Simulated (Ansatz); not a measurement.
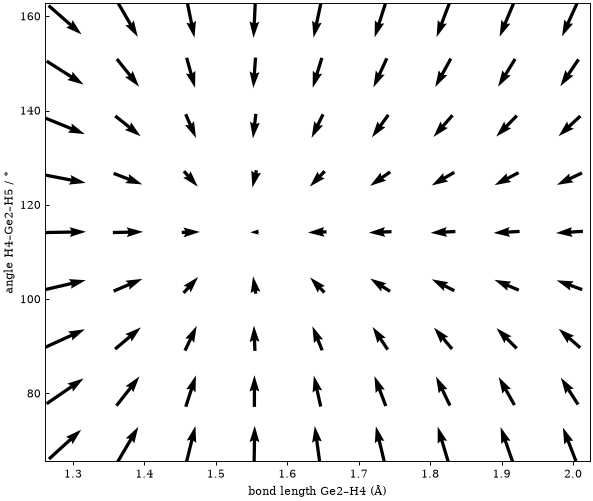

GeH₃OSb, SMILES [O]1[GeH2][SbH]1. 
- Coordinates scanned: (1) bond length Ge2–H4; (2) angle H4–Ge2–H5.
- Nothing is relaxed (all other coordinates rigid).
- The grid has 9 × 9 points.
- Points are written as (first, second).
- Computed with RKS PBE0-D4/def2-TZVP in Ansatz 0.2.0.

In the figure: arrows along the force (downhill), their lengths compressed.

The arrows alone are given. Where is the energy lowest?

Answer. The arrows converge at about (1.535 Å, 114°) (read from the interpolated surface).

The energy map of the same scan:

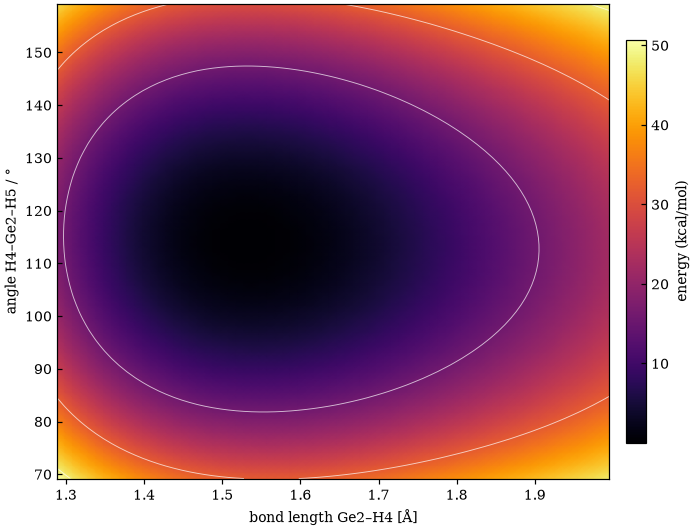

Energies are in kcal/mol, from the relaxed molecule at the same level; between grid points the surface is interpolated.
